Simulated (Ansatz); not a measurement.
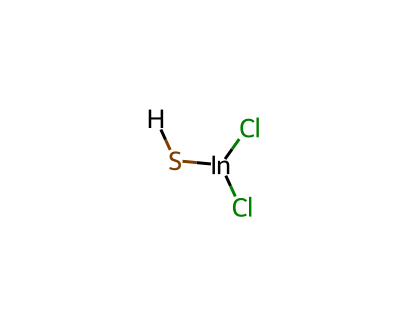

2D structure.

Transcribe the drawing into SMILES.

Answer. [SH][In]([Cl])[Cl]

Give the formula, hydrogens included.

Answer. Cl2HInS.

An optimisation with PBE0-D4/def2-TZVP gave a structure of which point group?

Answer. Cs.

More results for the same structure follow; atom numbers are the same in all pictures, views and colours differ. The geometry was computed by an optimisation with PBE0-D4/def2-TZVP.

## Shape

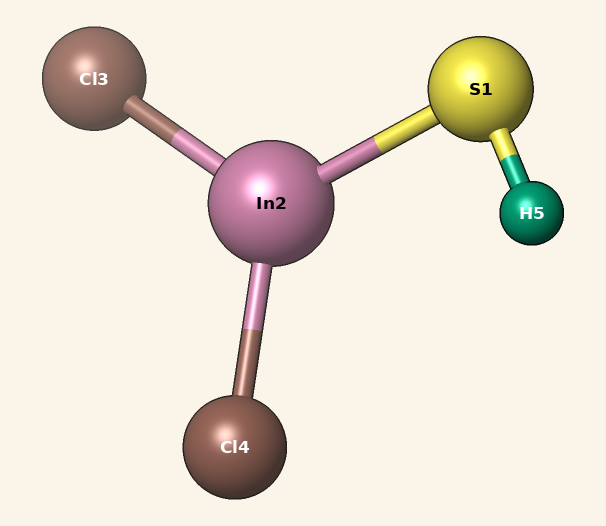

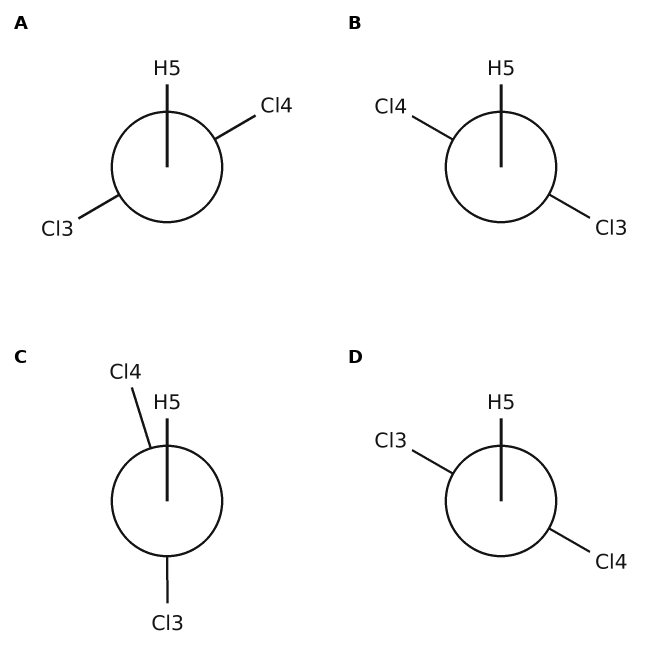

Atoms fade into the background with distance from the viewer. Bonds that would overlap in a projection are set slightly apart.

Which Newman projection shows the view along S1–In2, with S1 in front?

Answer. C. The torsion angle H5–S1–In2–Cl3 is 180°, antiperiplanar (anti).

## Levels of theory compared

Program: Ansatz 0.2.0.

At this fixed geometry, give HOMO–LUMO gap (eV) at these levels: BLYP-D4/def2-TZVPP; CAM-B3LYP-D4/def2-TZVPP; HSE06-D4/def2-TZVPP; PBE0-D4/def2-SVP; PBE0-D4/def2-TZVPP; SPW92 (LDA)/def2-TZVPP; r2SCAN0-D4/def2-TZVPP; ωB97M-V/def2-SVP; ωB97M-V/def2-TZVPP; ωB97X-V/def2-TZVPP.

```csv
level,HOMO–LUMO gap (eV)
BLYP-D4/def2-TZVPP,3.62
CAM-B3LYP-D4/def2-TZVPP,8.10
HSE06-D4/def2-TZVPP,5.06
PBE0-D4/def2-SVP,5.84
PBE0-D4/def2-TZVPP,5.83
SPW92 (LDA)/def2-TZVPP,3.58
r2SCAN0-D4/def2-TZVPP,6.14
ωB97M-V/def2-SVP,10.02
ωB97M-V/def2-TZVPP,9.95
ωB97X-V/def2-TZVPP,10.25
```

## Vibrations

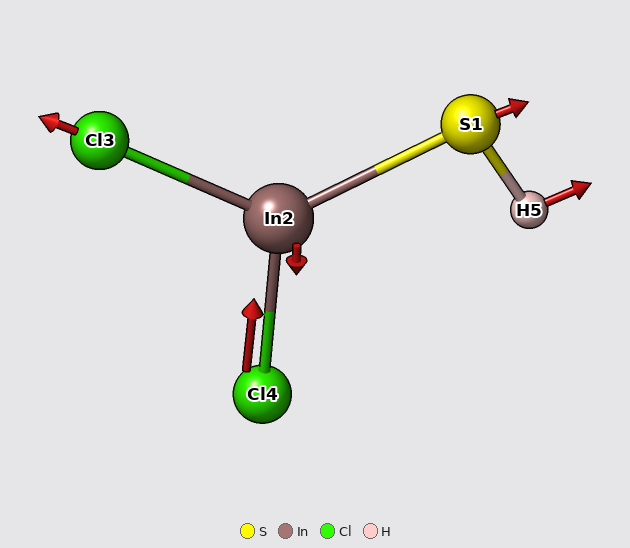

The arrows show one normal mode. Harmonic vibrations computed with RKS PBE0-D4/def2-TZVP, core potentials on In (Ansatz 0.2.0) at a stationary point of the same level.

Describe the motion.

Answer. Mostly out-of-phase stretching of 2 In–Cl bonds.

Estimate its harmonic wavenumber.

Answer. 385 cm⁻¹; it is mode 6 of 9 counted from the lowest.

## Dipole moment

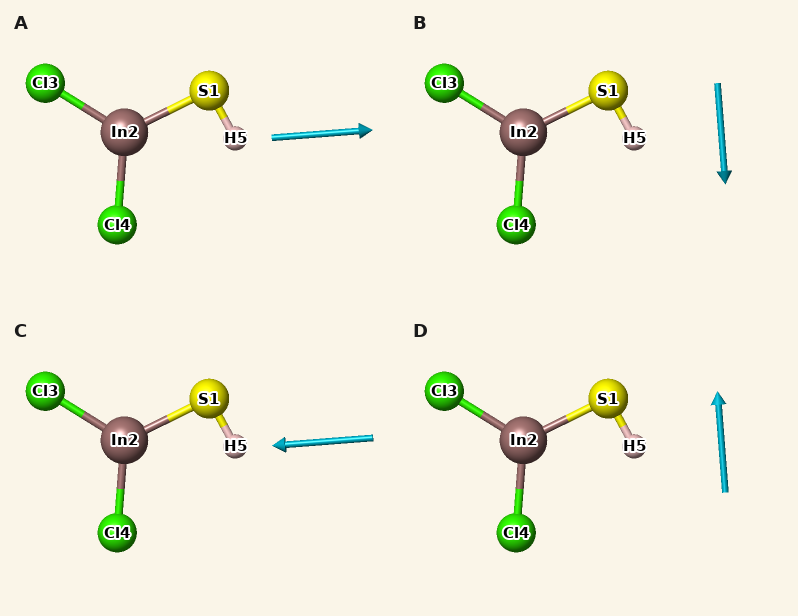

The same molecule four times, each with an arrow. Method: RKS ωB97M-V/def2-TZVPP, core potentials on In (Ansatz 0.2.0).

Which arrow points along the dipole moment, from the negative to the positive end?

Answer. A. The dipole moment is 1.67 D; it points from the side of Cl3 to the side of H5 (the outermost atoms at the two ends).
